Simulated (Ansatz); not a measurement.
# ScSn2Pt2: relaxing a made-up structure, part 2 of 2

This structure for ScSn2Pt2 is made up. Its elements were placed in a known structure type with a cell scaled to their sizes. What cell does the guess relax to, and how far off was it?

Ansatz 0.2.0; DFT, r2SCAN, plane-wave PAW, files of the set soft_1, scalar-relativistic, no spin, cell and ions relaxed at zero pressure; PAW set soft_1 (the session's first sound run).

So far: The structure; Relaxing cell and atoms. The relaxed cell has a = 4.482, c = 10.720 Å (conventional setting).

## 3. Bands of the relaxed cell

A second self-consistent run takes a narrower smearing and the mesh shown in its input; the bands follow along the standard path of the relaxed lattice.

This step: DFT, r2SCAN, plane-wave PAW, files of the set soft_1, scalar-relativistic, no spin, bands and density of states at the relaxed cell; PAW set soft_1 (Ansatz 0.2.0).

input.yaml reads:

```yaml
crystal:
  lattice:
    - [-2.2407695168, 2.2407695168, 5.3600512492]
    - [2.2407695168, -2.2407695168, 5.3600512492]
    - [2.2407695168, 2.2407695168, -5.3600512492]
  atoms:
    - { symbol: Pt, position: [0.25, 0.75, 0.5] }
    - { symbol: Pt, position: [0.75, 0.25, 0.5] }
    - { symbol: Sn, position: [0.6256094051, 0.6256094051, 0.0] }
    - { symbol: Sn, position: [0.3743905949, 0.3743905949, 0.0] }
    - { symbol: Sc, position: [0.0, 0.0, 0.0] }
kpoints:
  mp_grid: { grid: [10, 10, 10] }
  band_path:
    path:
      - [[0.0, 0.0, 0.0], [0.0, 0.0, 0.5], [-0.08738291, 0.08738291, 0.5], [-0.29369145, 0.29369145, 0.29369145], [0.0, 0.0, 0.0], [0.5, 0.5, -0.5], [0.29369145, 0.70630855, -0.29369145], [0.0, 0.5, 0.0], [0.25, 0.25, 0.25], [0.5, 0.5, -0.08738291], [0.5, 0.5, -0.5]]
      - [[0.0, 0.0, 0.5], [0.25, 0.25, 0.25]]
    npoints: 7
scf:
  occupations: { method: fermi_dirac, width: 0.03 }
  n_extra_bands: 9
hamiltonian:
  xc: r2scan
  pseudopotentials: { kind: paw, azcp: { folder: soft_1 } }
output:
  forces: true
  stress: true
  write_bands: true
  dos: { projected: true }
  write_density: true
  write_potential: true
  elf: true
  volumetric_format: npy
```

On the command line:

```console
ansatz run input.yaml --threads 4 --pin off --max-ram 8192MiB --backend cpu --events-out ev --progress --plain --runs-dir out
```

Numbers of over 12 decimals in the logs are rounded to 6 here.

What it wrote:

```text
[...]
Crystal: 5 atoms, lattice volume = 107.652 Å³
Basis set: ecut = 500 eV, 2751 PW (Γ), exchange–correlation on 192×192×192 points (64 copies of the dense FFT grid, shifted against one another)
Bands: 47, of which v1, the nominal top of the filled ones, is band 38 counted from 1 (37 counted from 0)
Symmetry: 16 space group operations
[...]
k-points: 102 of 1000
[...]
SCF iter   1: F=—  HF=-39301.238012 eV  |F-HF|=—  |Δ(HF+E_count)|=         —  Δρ=1.66e-1  dr2=7.01e1  dr2_τ=2.47e0  ethr=3.10e-3  ⟨swp⟩=6.3  Hψ=18034  notcnv=0
[...]
SCF iter  12: F=-39296.748071 eV  HF=-39296.748071 eV  |F-HF|=5.24e-9  |Δ(HF+E_count)|=   2.09e-8  Δρ=4.29e-6  dr2=3.40e-8  dr2_τ=3.18e-9  ethr=1.33e-10  ⟨swp⟩=16.0  Hψ=31509  notcnv=0
SCF 1 converged in 12 iterations: F = -39296.748071 eV  dr2 = 3.40e-8
[...]
NSCF: frozen V_eff on 79 k-points
SCF converged after 12 iterations
Free energy (F): -39296.748071 eV
[...]
Internal energy: -39296.739879 eV  (E = F + TS)
E sigma→0 (E₀):  -39296.743975 eV
Entropy (-TS):   -0.008192 eV (-1.638 meV/atom)
Fermi energy:    14.220847 eV
[...]
--- Forces (eV/Å), atoms counted from 1 ---
  atom   1  Pt     0.00000000    -0.00000000     0.00000000
  atom   2  Pt    -0.00000000     0.00000000     0.00000000
  atom   3  Sn    -0.00000000    -0.00000000    -0.00433603
  atom   4  Sn     0.00000000    -0.00000000     0.00433603
  atom   5  Sc     0.00000000     0.00000000     0.00000000
  max |Σ_I F_I| component: 4.51e-17 eV/Å
--- Stress (GPa, compression-positive) ---
       -0.056049       0.000000       0.000000
        0.000000      -0.056049      -0.000000
        0.000000      -0.000000       0.014369
  P = ⅓ Tr σ = -0.0326 GPa (-0.326 kbar)
--- Band table (eV; the first three rows and the last of 102) ---
  k-point 0: bands = [... 34 lower, 12.9788, 13.0266, 13.0266, 14.0377, 15.2570, 15.9699, 16.2756, 16.2756, ... 5 higher]
  k-point 1: bands = [... 34 lower, 12.0083, 12.9561, 13.4600, 13.8650, 14.8121, 15.6658, 16.1650, 16.3145, ... 5 higher]
  k-point 2: bands = [... 34 lower, 12.0584, 12.7032, 13.4824, 13.5304, 14.2805, 15.6831, 15.9950, 16.1472, ... 5 higher]
  k-point 101: bands = [... 34 lower, 12.7979, 12.9787, 14.5333, 14.6058, 15.1969, 15.5642, 15.5642, 16.3868, ... 5 higher]
```

Elapsed: 13 s, on 4 threads of Intel Xeon Platinum 8559C (Emerald Rapids), shared host; peak memory 1.3 GiB; 50 s of CPU time.

In the SCF lines HF is the Harris–Foulkes energy and dr2 the Hartree energy of the density residual, in eV; the loop may stop once dr2 is under the threshold and the program's other checks hold. Hψ counts applications of the Hamiltonian.

This step gave:

| Item | Value |
| --- | --- |
| free energy | -39296.7481 eV |
| energy at zero smearing | -39296.7440 eV |
| smearing term TS | 0.008192 eV |
| pressure | -0.03258 GPa |

bands.tsv at the labelled points (eV, zero at the Fermi level; the bands that come nearest the Fermi level along the path):

```tsv
point	band 35	band 36	band 37	band 38	band 39	band 40	band 41	band 42
Γ	-1.24	-1.19	-1.19	-0.18	1.04	1.75	2.05	2.05
X	-2.55	-2.28	-1.21	-0.93	-0.76	1.47	1.59	1.84
Y	-2.59	-1.61	-0.92	-0.83	-0.49	1.47	1.56	1.93
S	-2.98	-0.20	-0.16	0.11	1.16	1.25	1.38	1.87
Γ	-1.24	-1.19	-1.19	-0.18	1.04	1.75	2.05	2.05
Z	-1.42	-1.24	0.31	0.38	0.98	1.34	1.34	2.17
S1	-2.98	-0.20	-0.16	0.11	1.16	1.25	1.38	1.87
N	-2.66	-1.56	-0.20	0.94	1.18	1.45	1.66	1.86
P	-2.55	-1.82	-1.82	-0.80	-0.80	1.42	1.59	1.85
Y1	-2.59	-1.61	-0.92	-0.83	-0.49	1.47	1.56	1.93
Z	-1.42	-1.24	0.31	0.38	0.98	1.34	1.34	2.17
X	-2.55	-2.28	-1.21	-0.93	-0.76	1.47	1.59	1.84
P	-2.55	-1.82	-1.82	-0.80	-0.80	1.42	1.59	1.85
```

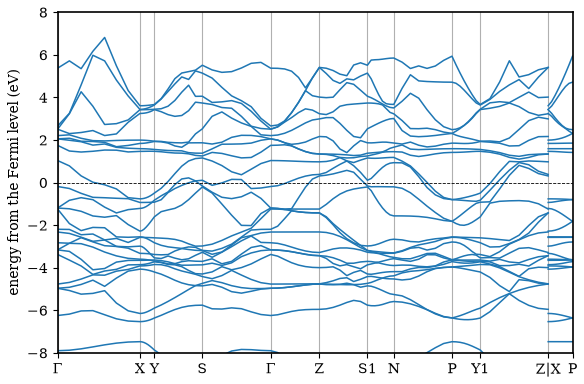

Bands along the path. 23 bands lie wholly below the window drawn.

States per cell as run, both spins, in windows of 1 eV, from dos.tsv (zero at the Fermi level):

```csv
from,to,total
-8,-7,0.60
-7,-6,0.68
-6,-5,3.06
-5,-4,5.62
-4,-3,7.48
-3,-2,4.94
-2,-1,2.03
-1,0,3.21
0,1,2.69
1,2,6.06
2,3,3.38
```

Below -8 eV lie 47.4 more states.

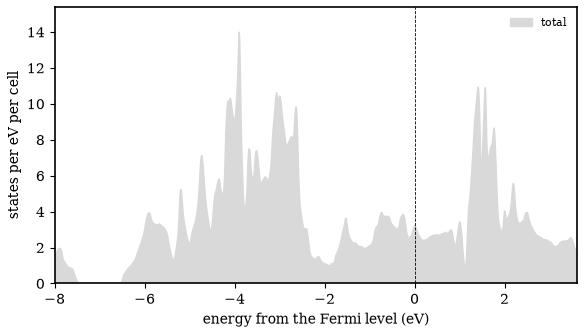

Total density of states, smoothed over about 0.04 eV.

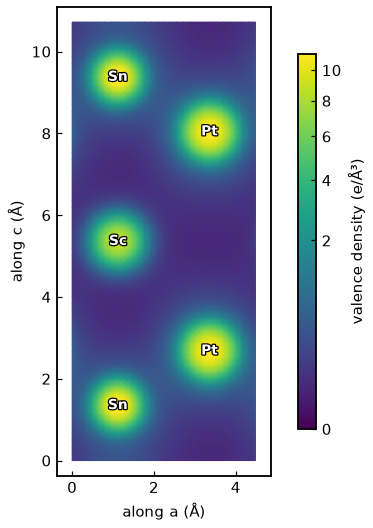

Valence density in the ac plane of the conventional cell at fractional y = 0.000, with atoms of Pt and Sn and Sc within 0.2 Å of it. It is the smooth field of the valence electrons, not physical close to the nuclei. The map starts off the cell's origin, so that atoms lie inside it. The colour scale is stretched toward low values.

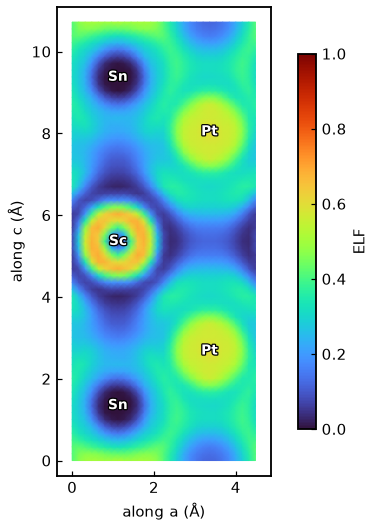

ELF in the ac plane of the conventional cell at fractional y = 0.000, with atoms of Pt and Sn and Sc within 0.2 Å of it. It is the smooth field of the valence electrons, not physical close to the nuclei. The map starts off the cell's origin, so that atoms lie inside it.

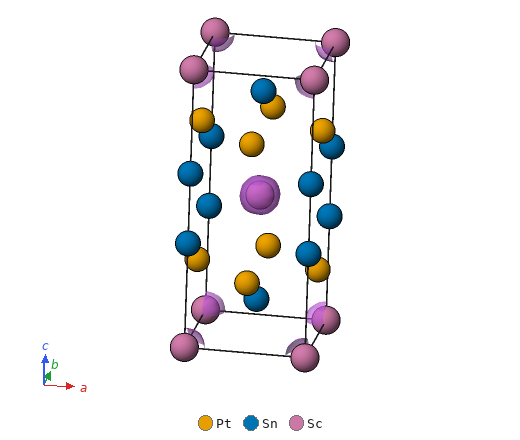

Surface of ELF = 0.63.

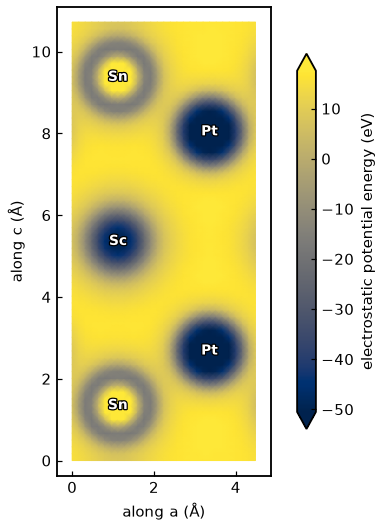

Electrostatic potential energy in the ac plane of the conventional cell at fractional y = 0.000, with atoms of Pt and Sn and Sc within 0.2 Å of it. With pseudopotentials it is smooth inside the atoms' cores, unlike the true potential. The map starts off the cell's origin, so that atoms lie inside it.

## 4. Results

| Item | Value |
| --- | --- |
| space group, relaxed | I4/mmm |
| conventional cell | a = 4.482, b = 4.482, c = 10.720 Å; α = 90.0°, β = 90.0°, γ = 90.0° |
| volume per atom | 21.53 Å³ (guess 19.50) |

In words: ScSn2Pt2 relaxes to I4/mmm with a = 4.482, b = 4.482 and c = 10.720 Å. The guessed volume was 9 % too small. The space group I4/mmm was held in the relaxation, so the end point is a stationary structure within it and may be a saddle against distortions or other arrangements. Bands cross the Fermi level, so it is a metal or semimetal at this level. The electron count is odd, which forces that without spin polarisation or a larger cell. On the 10×10×10 mesh with the narrower smearing (relaxed on 9×9×9) the largest force component is 0.004 eV/Å and the largest stress component is 0.056 GPa, against the relaxation's thresholds of 0.015 eV/Å and 0.05 GPa. The cutoff wasn't tested. Spin-orbit coupling is left out, which can matter for elements this heavy. No dispersion term is used, so weakly bound directions may come out too long. The runs have no spin, and magnetism wasn't tested. Nothing here tests whether the compound is stable against decomposition.

[Logs are printed without paths, hosts, clocks, repeated set-up lines and the standing remarks that a program may print on its own settings, such as how far it seeks lower states.]

[Hosts, paths, dates, database ids (printed as entryN), source tags and the programs' standing remarks are cut or masked in the printed files.]
